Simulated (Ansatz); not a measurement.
**Br$_{2}$Cl$_{2}$Si (SMILES Cl[Si](Cl)(Br)Br): density, localisation and related maps**

Input

```
crystal:
  periodic: [false, false, false]
  atoms:
    - symbol: Br
      position_ang: [-1.019794, -3.549435, -1.673768]
    - symbol: Br
      position_ang: [-1.020915, -0.619001, 0.412580]
    - symbol: Cl
      position_ang: [-0.294643, -3.746123, 1.704067]
    - symbol: Cl
      position_ang: [-3.416624, -3.088903, 0.779275]
    - symbol: Si
      position_ang: [-1.450680, -2.771116, 0.333973]
basis:
  gaussian:
    orbitals: def2-TZVPD
hamiltonian:
  xc: pbe0
output: {forces: true, orbitals: {seedname: orbitals}}
```

Launched as:

```sh
ansatz run input.yaml --threads 2 --pin off --max-ram 5220MiB --events-out events.jsonl --progress --plain --runs-dir runs
```

Geometry: PBE0-D4/def2-SVP.

These are results of isolated molecule in a Gaussian basis; Kohn-Sham density functional theory, functional PBE0 in Ansatz, not measurements.

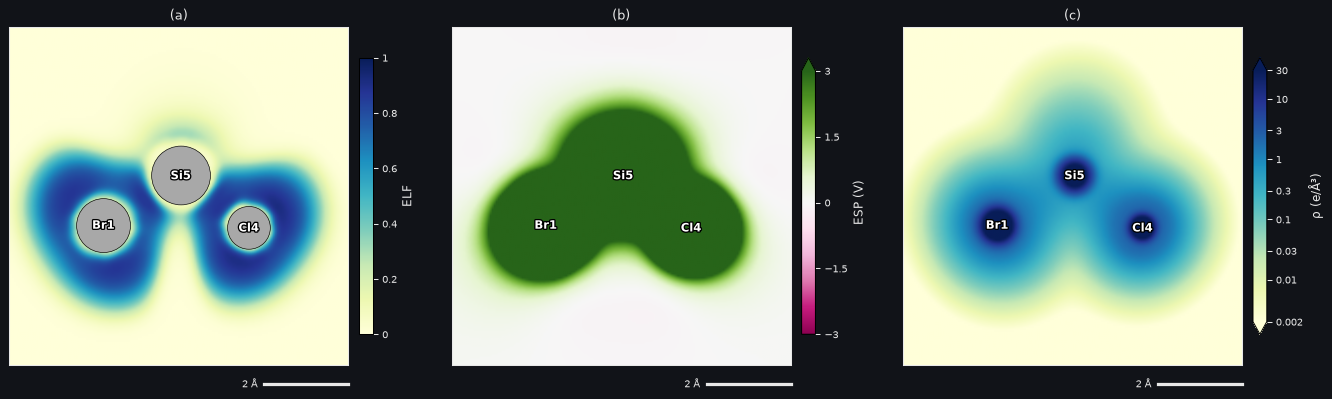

Figure 1. (a) ELF; (b) molecular electrostatic potential; (c) total electron density on the plane of atoms Br1, Si5 and Cl4. Grey discs cover the atomic cores in the ELF map.

### What does the map show?

The section cuts through Br, Cl and Si sites.
Si–Cl (2.04 Å): ρ at the midpoint is about 0.94 e/Å³; the ELF peaks at about 0.85 between the atoms: a polar covalent bond.
Si–Br (2.20 Å): ρ is about 0.83 e/Å³ halfway; the ELF peaks at about 0.85 between the atoms: a shared but strongly polarised pair.
The ELF also peaks beside Br1 and Cl4, away from the bonds: lone-pair regions.
The potential has no marked negative region in this plane.

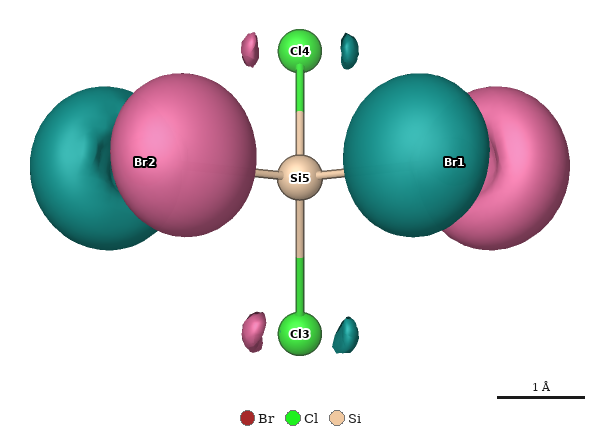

Figure 2. One frontier orbital at ±0.15 Å⁻³ᐟ² (teal and pink are the two phases), seen from one side.

### Which orbital is it: HOMO or LUMO?

The HOMO, at −8.87 eV. It lies mainly on Br1 (about 45 %) and Br2 (about 45 %); largely a combination of lone pairs on Br1 and Br2.

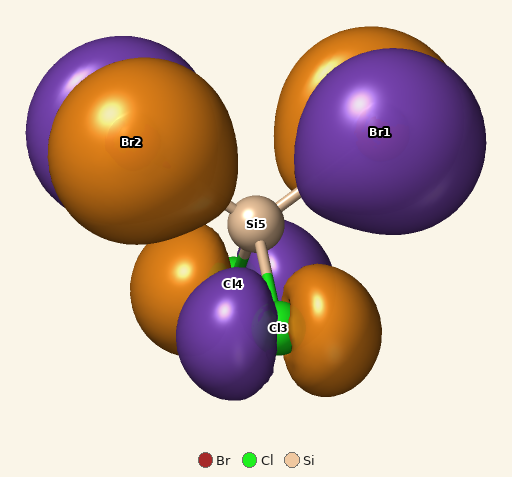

Figure 3. The HOMO−1 at ±0.06 Å⁻³ᐟ² (orange and purple are the two phases), seen at a tilt.

### Describe this orbital and give its energy.

It lies mainly on Br1 (about 40 %), Br2 (about 40 %), Cl3 (about 10 %) and Cl4 (about 10 %); largely a combination of lone pairs on Br1, Br2, Cl3 and Cl4. Its energy is −9.01 eV.
